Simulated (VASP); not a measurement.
Band structure of CdS (space group Fm-3m). These are modified Becke-Johnson potential (mBJ) with spin-orbit coupling, VASP's PBE PAW potentials (set 64) (plane waves; VASP) values and carry that method's errors.

mBJ is a potential without an energy functional, so only the levels count.

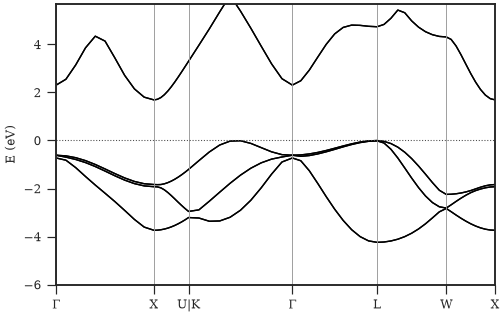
Fig. 1. Bands along high-symmetry lines, zero at the valence-band maximum or, without a gap, the Fermi level

Q: Read the plot: is there a gap, and where are the band edges?

A: The gap is indirect, 1.69 eV, from the valence maximum at L to the conduction minimum at X.

The structure comes from a computed database's CdS entry (Fm-3m); how it stands against other phases isn't given here. It was relaxed first. The cell's shape comes from a PBE relaxation.
